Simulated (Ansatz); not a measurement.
**Run report: GeH$_{3}$ClO, molecular dynamics (part 1 of 4)**

The run: molecular dynamics of GeH$_{3}$ClO. Method and program: RKS PBE-D4/def2-SVP (Ansatz 0.2.0).

It belongs to a series of runs on one base structure; here: dynamics from the highest image of the converged band. Figures and captions count atoms from 1; the log counts them from 0 in places.

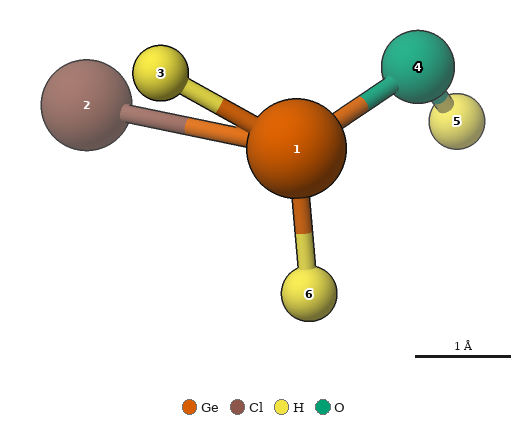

The starting structure (ball-and-stick view, seen at a tilt; atoms are numbered from 1 in the order of the input). Sticks mark near contacts. Bond lengths as drawn: Cl–Ge 2.60 Å, Ge–H 1.58 to 1.65 Å, Ge–O 1.79 Å and H–O 0.98 Å.

Key numbers:

```json
{"quantity": "outcome", "value": "finished"}
{"quantity": "mean temperature over the second half", "value": "2254 K"}
{"quantity": "trajectory", "value": "200 steps, 100 fs"}
{"quantity": "ensemble", "value": "nve"}
{"quantity": "temperature in the input", "value": "300.0 K"}
{"quantity": "time step", "value": "0.5 fs"}
{"quantity": "potential energy (last step)", "value": "−71108.3072 eV"}
{"quantity": "mean-field energy (last step)", "value": "−71108.2015 eV"}
{"quantity": "largest force (length of the vector) (last step)", "value": "4.399 eV/Å"}
{"quantity": "hardware", "value": "1 thread of Arm Neoverse V1, 24 GiB of memory available, shared host"}
{"quantity": "wall time", "value": "5.8 min"}
{"quantity": "peak memory", "value": "0.14 GiB"}
```

Notes:

So short a trajectory is not equilibrated.

Input file:
```yaml
crystal:
  periodic: [false, false, false]
  atoms:
    - { symbol: Ge, position_ang: [0.236605, -0.053858, -0.510403] }
    - { symbol: Cl, position_ang: [1.120056, -0.022882, 1.930522] }
    - { symbol: H, position_ang: [1.644374, 0.129907, 0.322869] }
    - { symbol: O, position_ang: [-0.794775, 1.404577, -0.66917] }
    - { symbol: H, position_ang: [-1.727845, 1.214827, -0.452445] }
    - { symbol: H, position_ang: [-0.742516, -1.279472, -0.352473] }
basis:
  gaussian: { orbitals: def2-SVP }
hamiltonian:
  xc: pbe
  dispersion: d4
md:
  timestep: 0.5
  n_steps: 200
  ensemble: nve
  temperature: 300.0
  initial_velocities: maxwell_boltzmann
  seed: 5501
```

Command:
```bash
ansatz run input.yaml --threads 1 --pin off --max-ram 2048MiB --backend cpu --events-out ev --progress --plain --runs-dir out
```

Output:
```
Engine: ansatz 0.2.0, aarch64-unknown-linux-gnu
Functional definition: PBE
  parameter kappa = 0.804
  parameter beta = 0.06672455060314922
  exchange = pbe_x(kappa = kappa, mu = beta*pi^2/3)
  correlation = pbe_c(beta = beta)
863 factors; their error is unknown
mean field evaluation 1: about -71101.8786 eV, gradient 5.8e1 eV
mean field evaluation 2: about -71028.5287 eV, gradient 1.7e2 eV
mean field evaluation 4: about -71105.8381 eV, gradient 2.3e1 eV
mean field evaluation 8: about -71107.7665 eV, gradient 1.2e-1 eV
mean field evaluation 16: about -71107.7141 eV, gradient 3.6e-4 eV
mean field -71107.71408845 eV, -2613.1602942107 hartree, gradient 5.8e-5 eV, S^2 0.000000; 0 other end points of the search recorded, 0 dependent functions left out
the calculation of the forces begins
reference -71107.71411767 eV, -2613.1602952846 hartree; 30, 30 occupied and 49, 49 virtual orbitals, 863 factors
md step     0: t =     0.00 fs  T =   300.0 K  F+E_penalty+E_count = -71107.82043563 eV  E_kin = 0.155112 eV  conserved = -71107.66532363 eV  (27 SCF iters)
these checks for a lower state are left out or cut short: starts, cluster_reference, orbital_swaps, neighbouring_geometries, increment
863 factors; their error is unknown
mean field -71107.71239559 eV, -2613.1602319992 hartree, gradient 1.9e-5 eV, S^2 0.000000; 0 other end points of the search recorded, 0 dependent functions left out
the calculation of the forces begins
reference -71107.71242477 eV, -2613.1602330716 hartree; 30, 30 occupied and 49, 49 virtual orbitals, 863 factors
md step     1: t =     0.50 fs  T =   296.8 K  F+E_penalty+E_count = -71107.81876894 eV  E_kin = 0.153471 eV  conserved = -71107.66529792 eV  (29 SCF iters)
[... from here on the SCF iterations and repeated set-up lines of each step are left out, up to the last step ...]
md step     2: t =     1.00 fs  T =   287.5 K  F+E_penalty+E_count = -71107.81387109 eV  E_kin = 0.148647 eV  conserved = -71107.66522380 eV  (29 SCF iters)
md step     3: t =     1.50 fs  T =   274.2 K  F+E_penalty+E_count = -71107.80690615 eV  E_kin = 0.141777 eV  conserved = -71107.66512944 eV  (29 SCF iters)
md step     4: t =     2.00 fs  T =   259.7 K  F+E_penalty+E_count = -71107.79934626 eV  E_kin = 0.134295 eV  conserved = -71107.66505155 eV  (29 SCF iters)
md step     5: t =     2.50 fs  T =   246.4 K  F+E_penalty+E_count = -71107.79240381 eV  E_kin = 0.127387 eV  conserved = -71107.66501690 eV  (28 SCF iters)
md step     6: t =     3.00 fs  T =   235.2 K  F+E_penalty+E_count = -71107.78662716 eV  E_kin = 0.121601 eV  conserved = -71107.66502642 eV  (28 SCF iters)
md step     7: t =     3.50 fs  T =   225.9 K  F+E_penalty+E_count = -71107.78187971 eV  E_kin = 0.116821 eV  conserved = -71107.66505869 eV  (28 SCF iters)
md step     8: t =     4.00 fs  T =   217.7 K  F+E_penalty+E_count = -71107.77766521 eV  E_kin = 0.112580 eV  conserved = -71107.66508548 eV  (28 SCF iters)
md step     9: t =     4.50 fs  T =   209.8 K  F+E_penalty+E_count = -71107.77356053 eV  E_kin = 0.108471 eV  conserved = -71107.66508912 eV  (28 SCF iters)
md step    10: t =     5.00 fs  T =   202.0 K  F+E_penalty+E_count = -71107.76949517 eV  E_kin = 0.104426 eV  conserved = -71107.66506931 eV  (28 SCF iters)
md step    11: t =     5.50 fs  T =   194.8 K  F+E_penalty+E_count = -71107.76576524 eV  E_kin = 0.100726 eV  conserved = -71107.66503918 eV  (27 SCF iters)
md step    12: t =     6.00 fs  T =   189.2 K  F+E_penalty+E_count = -71107.76283464 eV  E_kin = 0.097818 eV  conserved = -71107.66501627 eV  (28 SCF iters)
md step    13: t =     6.50 fs  T =   185.8 K  F+E_penalty+E_count = -71107.76105963 eV  E_kin = 0.096045 eV  conserved = -71107.66501429 eV  (28 SCF iters)
md step    14: t =     7.00 fs  T =   184.6 K  F+E_penalty+E_count = -71107.76046772 eV  E_kin = 0.095429 eV  conserved = -71107.66503908 eV  (28 SCF iters)
md step    15: t =     7.50 fs  T =   184.9 K  F+E_penalty+E_count = -71107.76067041 eV  E_kin = 0.095585 eV  conserved = -71107.66508512 eV  (28 SCF iters)
md step    16: t =     8.00 fs  T =   185.3 K  F+E_penalty+E_count = -71107.76094735 eV  E_kin = 0.095811 eV  conserved = -71107.66513682 eV  (29 SCF iters)
md step    17: t =     8.50 fs  T =   184.3 K  F+E_penalty+E_count = -71107.76048968 eV  E_kin = 0.095315 eV  conserved = -71107.66517423 eV  (28 SCF iters)
md step    18: t =     9.00 fs  T =   181.0 K  F+E_penalty+E_count = -71107.75873485 eV  E_kin = 0.093559 eV  conserved = -71107.66517590 eV  (29 SCF iters)
md step    19: t =     9.50 fs  T =   175.2 K  F+E_penalty+E_count = -71107.75568968 eV  E_kin = 0.090560 eV  conserved = -71107.66513010 eV  (27 SCF iters)
md step    20: t =    10.00 fs  T =   168.3 K  F+E_penalty+E_count = -71107.75208741 eV  E_kin = 0.087039 eV  conserved = -71107.66504796 eV  (28 SCF iters)
md step    21: t =    10.50 fs  T =   163.0 K  F+E_penalty+E_count = -71107.74923937 eV  E_kin = 0.084283 eV  conserved = -71107.66495639 eV  (28 SCF iters)
md step    22: t =    11.00 fs  T =   161.9 K  F+E_penalty+E_count = -71107.74860896 eV  E_kin = 0.083721 eV  conserved = -71107.66488752 eV  (29 SCF iters)
md step    23: t =    11.50 fs  T =   167.2 K  F+E_penalty+E_count = -71107.75129208 eV  E_kin = 0.086428 eV  conserved = -71107.66486384 eV  (28 SCF iters)
md step    24: t =    12.00 fs  T =   179.5 K  F+E_penalty+E_count = -71107.75768217 eV  E_kin = 0.092800 eV  conserved = -71107.66488224 eV  (28 SCF iters)
md step    25: t =    12.50 fs  T =   198.4 K  F+E_penalty+E_count = -71107.76751938 eV  E_kin = 0.102601 eV  conserved = -71107.66491790 eV  (29 SCF iters)
md step    26: t =    13.00 fs  T =   223.0 K  F+E_penalty+E_count = -71107.78026250 eV  E_kin = 0.115320 eV  conserved = -71107.66494262 eV  (27 SCF iters)
md step    27: t =    13.50 fs  T =   252.6 K  F+E_penalty+E_count = -71107.79552223 eV  E_kin = 0.130582 eV  conserved = -71107.66494039 eV  (26 SCF iters)
md step    28: t =    14.00 fs  T =   287.0 K  F+E_penalty+E_count = -71107.81330581 eV  E_kin = 0.148388 eV  conserved = -71107.66491764 eV  (25 SCF iters)
md step    29: t =    14.50 fs  T =   327.0 K  F+E_penalty+E_count = -71107.83395959 eV  E_kin = 0.169068 eV  conserved = -71107.66489124 eV  (26 SCF iters)
md step    30: t =    15.00 fs  T =   373.3 K  F+E_penalty+E_count = -71107.85790923 eV  E_kin = 0.193028 eV  conserved = -71107.66488120 eV  (25 SCF iters, 3 dispersion substeps)
md step    31: t =    15.50 fs  T =   426.4 K  F+E_penalty+E_count = -71107.88534787 eV  E_kin = 0.220447 eV  conserved = -71107.66490116 eV  (24 SCF iters, 3 dispersion substeps)
md step    32: t =    16.00 fs  T =   485.6 K  F+E_penalty+E_count = -71107.91602487 eV  E_kin = 0.251073 eV  conserved = -71107.66495227 eV  (25 SCF iters, 3 dispersion substeps)
md step    33: t =    16.50 fs  T =   549.7 K  F+E_penalty+E_count = -71107.94922486 eV  E_kin = 0.284201 eV  conserved = -71107.66502370 eV  (25 SCF iters, 3 dispersion substeps)
md step    34: t =    17.00 fs  T =   616.7 K  F+E_penalty+E_count = -71107.98394797 eV  E_kin = 0.318856 eV  conserved = -71107.66509237 eV  (25 SCF iters, 3 dispersion substeps)
md step    35: t =    17.50 fs  T =   684.9 K  F+E_penalty+E_count = -71108.01925924 eV  E_kin = 0.354127 eV  conserved = -71107.66513256 eV  (25 SCF iters, 3 dispersion substeps)
md step    36: t =    18.00 fs  T =   753.5 K  F+E_penalty+E_count = -71108.05469503 eV  E_kin = 0.389572 eV  conserved = -71107.66512333 eV  (25 SCF iters, 3 dispersion substeps)
md step    37: t =    18.50 fs  T =   823.0 K  F+E_penalty+E_count = -71108.09058390 eV  E_kin = 0.425524 eV  conserved = -71107.66505992 eV  (24 SCF iters, 3 dispersion substeps)
md step    38: t =    19.00 fs  T =   895.8 K  F+E_penalty+E_count = -71108.12811007 eV  E_kin = 0.463149 eV  conserved = -71107.66496143 eV  (24 SCF iters, 3 dispersion substeps)
md step    39: t =    19.50 fs  T =   975.1 K  F+E_penalty+E_count = -71108.16900973 eV  E_kin = 0.504142 eV  conserved = -71107.66486751 eV  (25 SCF iters, 3 dispersion substeps)
md step    40: t =    20.00 fs  T =  1064.0 K  F+E_penalty+E_count = -71108.21495326 eV  E_kin = 0.550130 eV  conserved = -71107.66482302 eV  (27 SCF iters, 3 dispersion substeps)
md step    41: t =    20.50 fs  T =  1164.3 K  F+E_penalty+E_count = -71108.26686092 eV  E_kin = 0.602006 eV  conserved = -71107.66485493 eV  (24 SCF iters, 3 dispersion substeps)
md step    42: t =    21.00 fs  T =  1275.6 K  F+E_penalty+E_count = -71108.32449216 eV  E_kin = 0.659534 eV  conserved = -71107.66495839 eV  (24 SCF iters, 3 dispersion substeps)
md step    43: t =    21.50 fs  T =  1395.3 K  F+E_penalty+E_count = -71108.38651558 eV  E_kin = 0.721414 eV  conserved = -71107.66510188 eV  (25 SCF iters, 3 dispersion substeps)
md step    44: t =    22.00 fs  T =  1519.7 K  F+E_penalty+E_count = -71108.45098686 eV  E_kin = 0.785740 eV  conserved = -71107.66524643 eV  (25 SCF iters, 3 dispersion substeps)
md step    45: t =    22.50 fs  T =  1645.1 K  F+E_penalty+E_count = -71108.51594880 eV  E_kin = 0.850585 eV  conserved = -71107.66536388 eV  (24 SCF iters, 3 dispersion substeps)
md step    46: t =    23.00 fs  T =  1768.6 K  F+E_penalty+E_count = -71108.57986183 eV  E_kin = 0.914415 eV  conserved = -71107.66544700 eV  (25 SCF iters, 3 dispersion substeps)
md step    47: t =    23.50 fs  T =  1888.1 K  F+E_penalty+E_count = -71108.64171933 eV  E_kin = 0.976214 eV  conserved = -71107.66550567 eV  (24 SCF iters, 3 dispersion substeps)
md step    48: t =    24.00 fs  T =  2002.4 K  F+E_penalty+E_count = -71108.70089361 eV  E_kin = 1.035334 eV  conserved = -71107.66555939 eV  (24 SCF iters, 3 dispersion substeps)
md step    49: t =    24.50 fs  T =  2110.5 K  F+E_penalty+E_count = -71108.75684963 eV  E_kin = 1.091229 eV  conserved = -71107.66562049 eV  (24 SCF iters, 3 dispersion substeps)
md step    50: t =    25.00 fs  T =  2211.1 K  F+E_penalty+E_count = -71108.80890353 eV  E_kin = 1.143206 eV  conserved = -71107.66569760 eV  (25 SCF iters, 3 dispersion substeps)
md step    51: t =    25.50 fs  T =  2302.2 K  F+E_penalty+E_count = -71108.85609263 eV  E_kin = 1.190304 eV  conserved = -71107.66578817 eV  (24 SCF iters, 3 dispersion substeps)
md step    52: t =    26.00 fs  T =  2381.5 K  F+E_penalty+E_count = -71108.89722259 eV  E_kin = 1.231344 eV  conserved = -71107.66587828 eV  (24 SCF iters, 3 dispersion substeps)
md step    53: t =    26.50 fs  T =  2446.9 K  F+E_penalty+E_count = -71108.93108637 eV  E_kin = 1.265139 eV  conserved = -71107.66594704 eV  (25 SCF iters, 3 dispersion substeps)
md step    54: t =    27.00 fs  T =  2496.5 K  F+E_penalty+E_count = -71108.95679061 eV  E_kin = 1.290814 eV  conserved = -71107.66597673 eV  (24 SCF iters, 3 dispersion substeps)
md step    55: t =    27.50 fs  T =  2530.0 K  F+E_penalty+E_count = -71108.97404982 eV  E_kin = 1.308093 eV  conserved = -71107.66595685 eV  (24 SCF iters, 3 dispersion substeps)
md step    56: t =    28.00 fs  T =  2548.0 K  F+E_penalty+E_count = -71108.98330744 eV  E_kin = 1.317407 eV  conserved = -71107.66590031 eV  (25 SCF iters, 3 dispersion substeps)
md step    57: t =    28.50 fs  T =  2552.4 K  F+E_penalty+E_count = -71108.98554036 eV  E_kin = 1.319704 eV  conserved = -71107.66583686 eV  (25 SCF iters, 3 dispersion substeps)
md step    58: t =    29.00 fs  T =  2545.3 K  F+E_penalty+E_count = -71108.98179921 eV  E_kin = 1.315998 eV  conserved = -71107.66580073 eV  (24 SCF iters, 3 dispersion substeps)
md step    59: t =    29.50 fs  T =  2527.6 K  F+E_penalty+E_count = -71108.97269205 eV  E_kin = 1.306883 eV  conserved = -71107.66580892 eV  (25 SCF iters, 3 dispersion substeps)
md step    60: t =    30.00 fs  T =  2499.4 K  F+E_penalty+E_count = -71108.95812373 eV  E_kin = 1.292273 eV  conserved = -71107.66585117 eV  (24 SCF iters, 3 dispersion substeps)
md step    61: t =    30.50 fs  T =  2459.3 K  F+E_penalty+E_count = -71108.93745439 eV  E_kin = 1.271558 eV  conserved = -71107.66589672 eV  (24 SCF iters, 3 dispersion substeps)
md step    62: t =    31.00 fs  T =  2406.1 K  F+E_penalty+E_count = -71108.90997110 eV  E_kin = 1.244060 eV  conserved = -71107.66591157 eV  (25 SCF iters, 3 dispersion substeps)
md step    63: t =    31.50 fs  T =  2339.3 K  F+E_penalty+E_count = -71108.87540107 eV  E_kin = 1.209521 eV  conserved = -71107.66588030 eV  (28 SCF iters, 3 dispersion substeps)
md step    64: t =    32.00 fs  T =  2259.8 K  F+E_penalty+E_count = -71108.83419047 eV  E_kin = 1.168386 eV  conserved = -71107.66580426 eV  (25 SCF iters, 3 dispersion substeps)
md step    65: t =    32.50 fs  T =  2169.6 K  F+E_penalty+E_count = -71108.78748261 eV  E_kin = 1.121782 eV  conserved = -71107.66570028 eV  (26 SCF iters, 3 dispersion substeps)
md step    66: t =    33.00 fs  T =  2071.9 K  F+E_penalty+E_count = -71108.73686446 eV  E_kin = 1.071275 eV  conserved = -71107.66558905 eV  (26 SCF iters, 3 dispersion substeps)
md step    67: t =    33.50 fs  T =  1970.0 K  F+E_penalty+E_count = -71108.68404435 eV  E_kin = 1.018558 eV  conserved = -71107.66548611 eV  (25 SCF iters, 3 dispersion substeps)
md step    68: t =    34.00 fs  T =  1866.8 K  F+E_penalty+E_count = -71108.63059405 eV  E_kin = 0.965195 eV  conserved = -71107.66539950 eV  (26 SCF iters, 3 dispersion substeps)
md step    69: t =    34.50 fs  T =  1764.9 K  F+E_penalty+E_count = -71108.57782641 eV  E_kin = 0.912500 eV  conserved = -71107.66532659 eV  (26 SCF iters, 3 dispersion substeps)
md step    70: t =    35.00 fs  T =  1666.4 K  F+E_penalty+E_count = -71108.52683693 eV  E_kin = 0.861580 eV  conserved = -71107.66525659 eV  (26 SCF iters, 3 dispersion substeps)
md step    71: t =    35.50 fs  T =  1573.4 K  F+E_penalty+E_count = -71108.47867422 eV  E_kin = 0.813499 eV  conserved = -71107.66517490 eV  (26 SCF iters, 3 dispersion substeps)
md step    72: t =    36.00 fs  T =  1488.3 K  F+E_penalty+E_count = -71108.43456591 eV  E_kin = 0.769495 eV  conserved = -71107.66507087 eV  (27 SCF iters, 3 dispersion substeps)
md step    73: t =    36.50 fs  T =  1414.1 K  F+E_penalty+E_count = -71108.39608303 eV  E_kin = 0.731137 eV  conserved = -71107.66494599 eV  (26 SCF iters, 3 dispersion substeps)
md step    74: t =    37.00 fs  T =  1354.4 K  F+E_penalty+E_count = -71108.36511155 eV  E_kin = 0.700293 eV  conserved = -71107.66481905 eV  (27 SCF iters, 3 dispersion substeps)
md step    75: t =    37.50 fs  T =  1312.9 K  F+E_penalty+E_count = -71108.34355575 eV  E_kin = 0.678833 eV  conserved = -71107.66472318 eV  (27 SCF iters, 3 dispersion substeps)
md step    76: t =    38.00 fs  T =  1292.3 K  F+E_penalty+E_count = -71108.33283875 eV  E_kin = 0.668149 eV  conserved = -71107.66468927 eV  (26 SCF iters, 3 dispersion substeps)
md step    77: t =    38.50 fs  T =  1293.3 K  F+E_penalty+E_count = -71108.33343907 eV  E_kin = 0.668712 eV  conserved = -71107.66472715 eV  (27 SCF iters, 3 dispersion substeps)
md step    78: t =    39.00 fs  T =  1315.0 K  F+E_penalty+E_count = -71108.34474452 eV  E_kin = 0.679925 eV  conserved = -71107.66481985 eV  (27 SCF iters, 3 dispersion substeps)
md step    79: t =    39.50 fs  T =  1354.6 K  F+E_penalty+E_count = -71108.36533481 eV  E_kin = 0.700407 eV  conserved = -71107.66492791 eV  (27 SCF iters, 3 dispersion substeps)
md step    80: t =    40.00 fs  T =  1409.1 K  F+E_penalty+E_count = -71108.39357019 eV  E_kin = 0.728556 eV  conserved = -71107.66501378 eV  (27 SCF iters, 3 dispersion substeps)
md step    81: t =    40.50 fs  T =  1475.9 K  F+E_penalty+E_count = -71108.42816871 eV  E_kin = 0.763111 eV  conserved = -71107.66505736 eV  (27 SCF iters, 3 dispersion substeps)
md step    82: t =    41.00 fs  T =  1554.0 K  F+E_penalty+E_count = -71108.46851872 eV  E_kin = 0.803459 eV  conserved = -71107.66506010 eV  (27 SCF iters, 3 dispersion substeps)
md step    83: t =    41.50 fs  T =  1643.2 K  F+E_penalty+E_count = -71108.51464707 eV  E_kin = 0.849605 eV  conserved = -71107.66504188 eV  (26 SCF iters, 3 dispersion substeps)
md step    84: t =    42.00 fs  T =  1744.3 K  F+E_penalty+E_count = -71108.56691716 eV  E_kin = 0.901890 eV  conserved = -71107.66502742 eV  (27 SCF iters, 3 dispersion substeps)
md step    85: t =    42.50 fs  T =  1857.9 K  F+E_penalty+E_count = -71108.62562562 eV  E_kin = 0.960585 eV  conserved = -71107.66504081 eV  (27 SCF iters, 3 dispersion substeps)
md step    86: t =    43.00 fs  T =  1983.5 K  F+E_penalty+E_count = -71108.69062854 eV  E_kin = 1.025534 eV  conserved = -71107.66509412 eV  (27 SCF iters, 3 dispersion substeps)
md step    87: t =    43.50 fs  T =  2119.6 K  F+E_penalty+E_count = -71108.76111927 eV  E_kin = 1.095929 eV  conserved = -71107.66519045 eV  (27 SCF iters, 3 dispersion substeps)
md step    88: t =    44.00 fs  T =  2263.4 K  F+E_penalty+E_count = -71108.83559302 eV  E_kin = 1.170274 eV  conserved = -71107.66531938 eV  (25 SCF iters, 3 dispersion substeps)
md step    89: t =    44.50 fs  T =  2411.0 K  F+E_penalty+E_count = -71108.91202415 eV  E_kin = 1.246564 eV  conserved = -71107.66546040 eV  (25 SCF iters, 3 dispersion substeps)
md step    90: t =    45.00 fs  T =  2558.0 K  F+E_penalty+E_count = -71108.98819992 eV  E_kin = 1.322611 eV  conserved = -71107.66558929 eV  (26 SCF iters, 3 dispersion substeps)
md step    91: t =    45.50 fs  T =  2700.8 K  F+E_penalty+E_count = -71109.06209648 eV  E_kin = 1.396405 eV  conserved = -71107.66569148 eV  (24 SCF iters, 3 dispersion substeps)
md step    92: t =    46.00 fs  T =  2836.1 K  F+E_penalty+E_count = -71109.13212045 eV  E_kin = 1.466352 eV  conserved = -71107.66576826 eV  (24 SCF iters, 3 dispersion substeps)
md step    93: t =    46.50 fs  T =  2961.6 K  F+E_penalty+E_count = -71109.19709063 eV  E_kin = 1.531252 eV  conserved = -71107.66583842 eV  (25 SCF iters, 3 dispersion substeps)
md step    94: t =    47.00 fs  T =  3075.3 K  F+E_penalty+E_count = -71109.25595873 eV  E_kin = 1.590033 eV  conserved = -71107.66592601 eV  (24 SCF iters, 3 dispersion substeps)
md step    95: t =    47.50 fs  T =  3174.6 K  F+E_penalty+E_count = -71109.30745835 eV  E_kin = 1.641417 eV  conserved = -71107.66604148 eV  (24 SCF iters, 3 dispersion substeps)
md step    96: t =    48.00 fs  T =  3256.6 K  F+E_penalty+E_count = -71109.34995480 eV  E_kin = 1.683784 eV  conserved = -71107.66617124 eV  (24 SCF iters, 3 dispersion substeps)
md step    97: t =    48.50 fs  T =  3317.7 K  F+E_penalty+E_count = -71109.38164628 eV  E_kin = 1.715362 eV  conserved = -71107.66628422 eV  (24 SCF iters, 3 dispersion substeps)
md step    98: t =    49.00 fs  T =  3355.0 K  F+E_penalty+E_count = -71109.40101974 eV  E_kin = 1.734669 eV  conserved = -71107.66635038 eV  (24 SCF iters, 3 dispersion substeps)
md step    99: t =    49.50 fs  T =  3367.1 K  F+E_penalty+E_count = -71109.40729345 eV  E_kin = 1.740935 eV  conserved = -71107.66635847 eV  (24 SCF iters, 3 dispersion substeps)
```
